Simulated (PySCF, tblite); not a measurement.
**C₂H₆Al₂Cl₂F₂: geometry, infrared bands and NMR shifts**

Aim: predict the infrared bands and NMR shifts of C₂H₆Al₂Cl₂F₂ (`[CH3][Al-]1([CH3])[Cl+][Al-]([F])([F])[Cl+]1`).

Programs: tblite 0.8.0 and PySCF 2.14.0, with density-fitted response routines of our own. Each step states its level of theory. These are calculated values for one molecule in the gas phase, unless marked as measured. Atoms count from 0, in the outputs and in this text.

## (1) The starting structure

14 atoms, charge 0, multiplicity 1; geometry from: force field or distance geometry start.

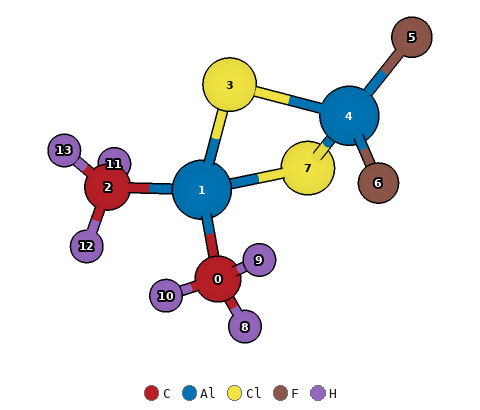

The starting geometry (carbon red, aluminium blue, chlorine yellow, fluorine brown, hydrogen purple), atoms numbered.

## (2) Optimising the geometry with GFN2-xTB

The job: settings as JSON, then the geometry in Å.

```
{"job": {"kind": "relax", "xc": "GFN2-xTB", "basis": "xTB"}, "charge": 0, "multiplicity": 1}
C      0.345800    -1.312600     1.161500
Al    -0.488900     0.016600    -0.078800
C     -2.433900     0.012400    -0.191200
Cl     0.452400     2.008400     0.263100
Al     2.150900     1.205500    -0.914300
F      2.994400     2.412300    -1.933100
F      3.209400     0.245800     0.183600
Cl     0.632800    -0.001400    -1.988900
H      0.528000    -2.281400     0.664900
H      1.346900    -0.899000     1.407500
H     -0.201000    -1.407700     2.123000
H     -2.823900     0.197000    -1.227600
H     -2.817700    -1.005000     0.078000
H     -2.896000     0.808700     0.430000
```

Command:

```console
$ OMP_NUM_THREADS=1 python probes_run.py task.json out
```

The driver reads the jobs from task.json and runs them one after another.

What it wrote:

```text
step      E/eV     max force
  0    -771.39813    2.482
  1    -771.67640    1.935
  2    -771.89937    1.987
  3    -771.96275    0.622
  4    -771.99089    0.515
  5    -772.05667    0.385
  6    -772.06413    0.336
  7    -772.08834    0.434
  8    -772.09892    0.487
  9    -772.10946    0.290
 10    -772.11426    0.192
 11    -772.11941    0.191
 12    -772.12444    0.276
 13    -772.12977    0.229
 14    -772.13452    0.212
 15    -772.13952    0.237
 16    -772.14527    0.264
 17    -772.15158    0.283
 18    -772.15870    0.238
 19    -772.16742    0.282
 20    -772.17741    0.375
 21    -772.18755    0.335
 22    -772.19632    0.231
 23    -772.20354    0.206
 24    -772.21129    0.210
 25    -772.21895    0.174
 26    -772.22429    0.265
 27    -772.22934    0.317
 28    -772.23625    0.319
 29    -772.24212    0.392
 30    -772.25277    0.307
 31    -772.26490    0.244
 32    -772.27428    0.180
 33    -772.27755    0.147
 34    -772.27950    0.129
 35    -772.28044    0.135
 36    -772.28172    0.073
 37    -772.28283    0.063
 38    -772.28373    0.067
 39    -772.28450    0.067
 40    -772.28512    0.061
 41    -772.28557    0.042
 42    -772.28592    0.038
 43    -772.28618    0.043
 44    -772.28639    0.048
 45    -772.28656    0.036
 46    -772.28677    0.052
 47    -772.28705    0.062
 48    -772.28741    0.053
 49    -772.28780    0.052
 50    -772.28816    0.051
 51    -772.28854    0.056
 52    -772.28902    0.083
 53    -772.28962    0.089
 54    -772.29033    0.084
 55    -772.29106    0.085
 56    -772.29172    0.079
 57    -772.29226    0.057
 58    -772.29268    0.051
 59    -772.29301    0.068
 60    -772.29339    0.075
 61    -772.29390    0.071
 62    -772.29456    0.069
 63    -772.29526    0.071
 64    -772.29593    0.066
 65    -772.29631    0.078
 66    -772.29691    0.064
 67    -772.29726    0.042
 68    -772.29762    0.040
 69    -772.29775    0.038
 70    -772.29806    0.040
 71    -772.29848    0.048
 72    -772.29879    0.057
 73    -772.29912    0.065
 74    -772.29950    0.066
 75    -772.30005    0.061
 76    -772.30074    0.058
 77    -772.30113    0.063
 78    -772.30164    0.072
 79    -772.30198    0.056
 80    -772.30233    0.034
 81    -772.30258    0.032
 82    -772.30282    0.042
 83    -772.30296    0.039
 84    -772.30310    0.033
 85    -772.30332    0.037
 86    -772.30354    0.034
 87    -772.30368    0.024
 88    -772.30376    0.025
 89    -772.30385    0.023
 90    -772.30396    0.025
 91    -772.30407    0.025
 92    -772.30417    0.023
 93    -772.30425    0.018
 94    -772.30431    0.018
 95    -772.30436    0.019
 96    -772.30443    0.024
 97    -772.30452    0.027
 98    -772.30465    0.027
 99    -772.30478    0.029
100    -772.30492    0.026
101    -772.30502    0.030
102    -772.30517    0.025
103    -772.30531    0.020
104    -772.30548    0.032
105    -772.30554    0.033
106    -772.30568    0.035
107    -772.30585    0.032
108    -772.30610    0.033
109    -772.30623    0.033
110    -772.30633    0.025
111    -772.30639    0.016
112    -772.30644    0.019
113    -772.30649    0.025
114    -772.30658    0.032
115    -772.30670    0.032
116    -772.30694    0.034
117    -772.30730    0.031
118    -772.30767    0.044
119    -772.30775    0.040
120    -772.30793    0.033
121    -772.30803    0.023
122    -772.30811    0.020
123    -772.30817    0.018
124    -772.30824    0.019
125    -772.30831    0.018
126    -772.30839    0.023
127    -772.30846    0.035
128    -772.30855    0.033
129    -772.30867    0.035
130    -772.30878    0.018
131    -772.30884    0.016
132    -772.30887    0.014
133    -772.30890    0.013
134    -772.30896    0.018
135    -772.30906    0.030
136    -772.30920    0.036
137    -772.30933    0.022
138    -772.30941    0.019
139    -772.30946    0.014
140    -772.30948    0.015
141    -772.30951    0.011
142    -772.30952    0.010
143    -772.30954    0.009
```

Wall time 2.3 s (1 thread of Arm Neoverse N1, shared host); peak memory 0.18 GiB.

Along the way: (not every step is listed)

| step | energy from step 0 (eV) | largest force (eV/Å) |
| --- | --- | --- |
| 0 | 0.0000 | 2.4818 |
| 1 | -0.2783 | 1.9346 |
| 2 | -0.5012 | 1.9870 |
| 3 | -0.5646 | 0.6217 |
| 4 | -0.5928 | 0.5151 |
| 5 | -0.6585 | 0.3847 |
| 6 | -0.6660 | 0.3357 |
| 7 | -0.6902 | 0.4343 |
| 8 | -0.7008 | 0.4873 |
| 21 | -0.7894 | 0.3346 |
| 34 | -0.8814 | 0.1294 |
| 47 | -0.8889 | 0.0616 |
| 60 | -0.8953 | 0.0750 |
| 73 | -0.9010 | 0.0653 |
| 86 | -0.9054 | 0.0340 |
| 99 | -0.9067 | 0.0289 |
| 112 | -0.9083 | 0.0188 |
| 125 | -0.9102 | 0.0185 |
| 138 | -0.9113 | 0.0190 |
| 139 | -0.9113 | 0.0136 |
| 140 | -0.9113 | 0.0146 |
| 141 | -0.9114 | 0.0114 |
| 142 | -0.9114 | 0.0105 |
| 143 | -0.9114 | 0.0091 |

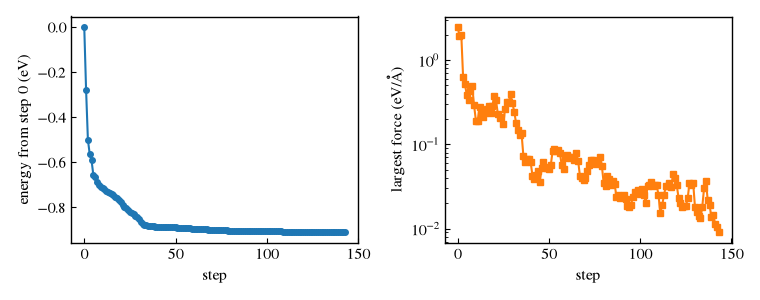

Energy and largest force along the relaxation.

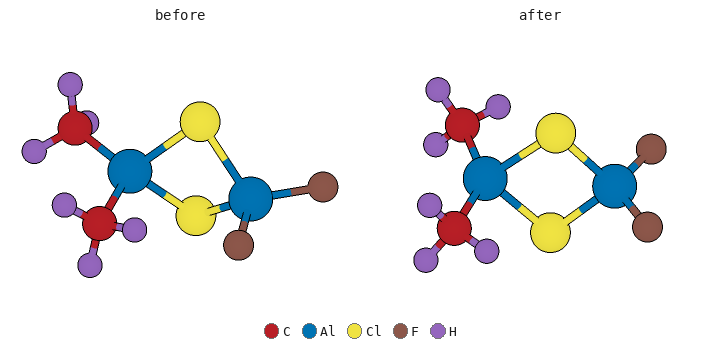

The geometry before (left) and after (right).

Close pairs (by a distance rule), those that changed most:

| bond | before (Å) | after (Å) | change (Å) |
| --- | --- | --- | --- |
| Al4–F6 | 1.802 | 1.646 | -0.156 |
| Al4–F5 | 1.790 | 1.646 | -0.144 |
| Al4–Cl7 | 2.217 | 2.152 | -0.065 |
| Cl3–Al4 | 2.217 | 2.152 | -0.065 |
| Al1–Cl7 | 2.215 | 2.258 | +0.042 |
| Al1–C2 | 1.948 | 1.984 | +0.036 |
| Al1–Cl3 | 2.229 | 2.260 | +0.030 |
| C2–H12 | 1.120 | 1.095 | -0.026 |

The end geometry stands in the next job.

## (3) Vibrational analysis with GFN2-xTB

The job: settings as JSON, then the geometry in Å.

```
{"job": {"kind": "ir", "xc": "GFN2-xTB", "basis": "xTB"}, "charge": 0, "multiplicity": 1}
C      0.376481    -1.605506     1.525064
Al    -0.422560    -0.314076     0.248662
C     -2.164104     0.295191    -0.480511
Cl     0.656813     1.615722     0.715326
Al     1.825113     1.339256    -1.071098
F      1.438097     2.486345    -2.186816
F      3.403719     1.085138    -0.680439
Cl     0.873460    -0.520724    -1.588260
H      0.126516    -2.642605     1.280541
H      1.472937    -1.554360     1.563835
H      0.026611    -1.452000     2.550884
H     -2.064953     1.107947    -1.212745
H     -2.712017    -0.506217    -0.986078
H     -2.836793     0.665417     0.299467
```

What it wrote:

```text
mode    cm-1     km/mol
  1      18.2      0.04
  2      64.7      0.00
  3      84.4      0.06
  4      91.6      0.00
  5      96.4      0.02
  6     123.8      0.03
  7     137.7      0.26
  8     144.4     29.32
  9     145.6      0.13
 10     162.2      9.03
 11     175.7      8.56
 12     199.5     15.79
 13     251.8     32.61
 14     299.8     49.72
 15     371.5     80.18
 16     373.9     28.53
 17     520.4      0.00
 18     528.2      1.38
 19     544.2     16.05
 20     607.2    277.35
 21     627.0    299.66
 22     713.5    108.70
 23     722.1    125.29
 24     843.7    146.25
 25    1325.5     41.90
 26    1328.6     16.27
 27    1437.9      0.00
 28    1443.1      1.49
 29    1452.9      0.08
 30    1455.5      2.05
 31    2900.6     45.70
 32    2901.9     17.31
 33    2935.1      0.02
 34    2939.9     53.35
 35    2951.3      7.89
 36    2951.5      0.85
```

Wall time 1.2 s (1 thread of Arm Neoverse N1, shared host); peak memory 0.18 GiB.

The strongest bands and the atoms that carry them (share of the mass-weighted mode):

```csv
cm⁻¹,km/mol,atoms
300,49.7,"Al1 35 %, Cl7 28 %, Cl3 27 %"
372,80.2,"Al4 54 %, Cl3 20 %, Cl7 15 %"
607,277.4,"H12 16 %, H8 16 %, H10 16 %, H13 15 %"
627,299.7,"H11 15 %, H9 15 %, Al1 13 %, C2 12 %"
714,108.7,"Al4 34 %, F5 32 %, F6 32 %"
722,125.3,"Al1 50 %, C0 19 %, C2 19 %"
844,146.2,"Al4 51 %, F6 25 %, F5 24 %"
2940,53.4,"H10 25 %, H12 25 %, H13 23 %, H8 18 %"
```

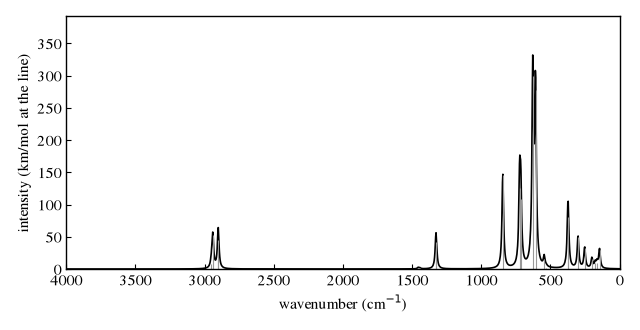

The infrared spectrum from these modes, unscaled. Lines are broadened to a width of 14 cm⁻¹ (Lorentzian).

## (4) Shielding tensors: PBE0/pcSseg-1

Settings changed since step 3:

```diff
@@ -1,2 +1,2 @@
-{"job": {"kind": "ir", "xc": "GFN2-xTB", "basis": "xTB"}, "charge": 0, "multiplicity": 1}
+{"job": {"kind": "nmr", "xc": "PBE0", "basis": "pcSseg-1"}, "charge": 0, "multiplicity": 1}
 C      0.376481    -1.605506     1.525064
```

With the program's defaults for keys left out, this is: GIAO PBE0/pcSseg-1 NMR shielding, non-relativistic, gas phase.

What it wrote:

```text
coarse grid: 14560 points
cycle   1  E = -1683.9855994156  dE =  5.769e-01  |g| = 9.545e-01  |ddm| = 3.447e+00
cycle   2  E = -1683.8109603011  dE =  1.746e-01  |g| = 1.444e+00  |ddm| = 1.693e+00
cycle   3  E = -1684.1544457263  dE = -3.435e-01  |g| = 1.061e-01  |ddm| = 1.029e+00
cycle   4  E = -1684.1566632417  dE = -2.218e-03  |g| = 3.277e-02  |ddm| = 1.052e-01
cycle   5  E = -1684.1568789362  dE = -2.157e-04  |g| = 7.580e-03  |ddm| = 2.650e-02
cycle   6  E = -1684.1568921749  dE = -1.324e-05  |g| = 1.203e-03  |ddm| = 8.596e-03
cycle   7  E = -1684.1568924078  dE = -2.330e-07  |g| = 2.424e-04  |ddm| = 1.109e-03
final grid: 125128 points
cycle   8  E = -1684.2131904572  dE = -5.045e-05  |g| = 7.320e-03  |ddm| = 1.823e-02
cycle   9  E = -1684.2131863416  dE =  4.116e-06  |g| = 8.092e-03  |ddm| = 1.139e-02
cycle  10  E = -1684.2132017554  dE = -1.541e-05  |g| = 7.729e-04  |ddm| = 6.287e-03
cycle  11  E = -1684.2132018278  dE = -7.237e-08  |g| = 2.577e-04  |ddm| = 6.316e-04
cycle  12  E = -1684.2132018372  dE = -9.395e-09  |g| = 5.661e-05  |ddm| = 1.764e-04
cycle  13  E = -1684.2132018377  dE = -5.411e-10  |g| = 1.405e-05  |ddm| = 5.650e-05
converged SCF energy = -1684.2132018377

GIAO shielding tensors (ppm)
atom      isotropic    diamagn.    paramagn.     s11        s22        s33       span
  0 C      191.052     251.723     -60.672    184.234    190.362    198.558     14.324
  1 Al     393.281     798.057    -404.776    302.721    314.344    562.778    260.057
  2 C      191.076     251.767     -60.691    184.308    190.364    198.557     14.250
  3 Cl     899.536    1153.010    -253.475    825.269    924.499    948.839    123.569
  4 Al     501.830     794.620    -292.790    452.575    490.149    562.765    110.190
  5 F      347.071     467.654    -120.584    302.304    315.422    423.486    121.181
  6 F      347.645     467.661    -120.015    302.309    315.670    424.957    122.648
  7 Cl     899.397    1153.013    -253.616    825.370    924.359    948.462    123.092
  8 H       31.683      29.569       2.115     26.971     28.275     39.804     12.833
  9 H       31.423      30.611       0.812     26.388     30.709     37.173     10.785
 10 H       31.672      29.583       2.089     26.954     28.297     39.766     12.811
 11 H       31.415      30.630       0.785     26.350     30.739     37.156     10.806
 12 H       31.675      29.592       2.083     26.962     28.280     39.783     12.821
 13 H       31.684      29.590       2.094     26.972     28.279     39.801     12.829
```

It took 51 s on 1 thread of Arm Neoverse N1, shared host; peak memory 0.86 GiB.

The references, computed at this level on geometries of the same kind, shield at (ppm): 1H TMS 31.72, 13C TMS 186.9, 19F CFCl3 170.9, 27Al AlH4- 490.0, 35Cl HCl 950. Their shielding less the atom's gives the shift. The references are single molecules in the gas phase, so shifts against H2O, NH3, PH3, H3PO4 or CFCl3 are not on the usual liquid scales and can be off by tens of ppm. Shifts against hydride references such as AlH4− lie on their own scale. Atoms listed in one row are averaged.

```csv
atoms,environment,σ (ppm),δ (ppm)
"C0, C2",methyl carbon bonded to Al,191.1,-4.1
"H8, H9, H10, H11, H12, H13",hydrogen on a methyl carbon bonded to Al,31.59,0.12
Al1,"aluminium bonded to 2 C, 2 Cl, in a 4-membered ring",393.3,96.7
Al4,"aluminium bonded to 2 Cl, 2 F, in a 4-membered ring",501.8,-11.9
"Cl3, Cl7","chlorine bonded to 2 Al, in a 4-membered ring",899,50
"F5, F6",fluorine bonded to Al,347.4,-176.4
```

Charges from the same density, by scheme (e):

```csv
atoms,Mulliken,IAO,Hirshfeld,ESP fit
"C0, C2",-0.70,-0.79,-0.28,-0.82
Al1,0.94,0.92,0.46,0.88
"Cl3, Cl7",-0.32,-0.23,-0.01,-0.23
Al4,1.22,1.30,0.53,1.12
"F5, F6",-0.50,-0.57,-0.31,-0.47
```

IAO charges:

C0 -0.79; Al1 0.92; C2 -0.79; Cl3 -0.23; Al4 1.30; F5 -0.57; F6 -0.57; Cl7 -0.23; H8 0.16; H9 0.16; H10 0.16; H11 0.16; H12 0.16; H13 0.16

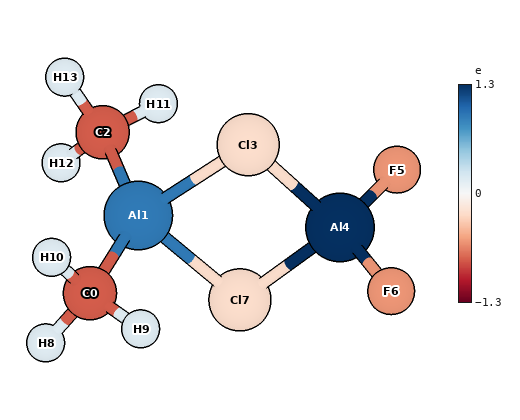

IAO charges, as colours on the atoms.

Mayer bond orders: C0–Al1 0.94, Al1–C2 0.94, Al1–Cl3 0.47, Cl3–Al4 0.61, Al4–F5 0.88, Al4–F6 0.88, Al4–Cl7 0.61, Cl7–Al1 0.48.

## (5) Results

```
                                                                 quantity                 value
                                strongest single infrared mode (GFN2-xTB)  627 cm⁻¹, 300 km/mol
                                             zero-point energy (GFN2-xTB)         48.4 kcal/mol
  13C shifts against TMS (PBE0/pcSseg-1, means over atoms taken as alike)              -4.1 ppm
   1H shifts against TMS (PBE0/pcSseg-1, means over atoms taken as alike)              0.12 ppm
                                27Al shifts against AlH4- (PBE0/pcSseg-1)       96.7, -11.9 ppm
 35Cl shifts against HCl (PBE0/pcSseg-1, means over atoms taken as alike)                50 ppm
19F shifts against CFCl3 (PBE0/pcSseg-1, means over atoms taken as alike)            -176.4 ppm
```

In words: Relaxing lowered the energy by 0.911 eV in 143 steps; the close pair that moved most is Al4–F6, from 1.802 to 1.646 Å. No mode is imaginary among the 36: a minimum at this level. The strongest single mode, at 627 cm⁻¹, has its largest shares on H11, H9, Al1 and C2 (the list is cut at 4 atoms). GFN2-xTB is a fitted tight-binding method: band positions and strengths are rough. Its intensities can rank the bands wrongly. At PBE0/pcSseg-1: The widest tensor belongs to Al1: span 260 ppm, with a paramagnetic part of -405 ppm.
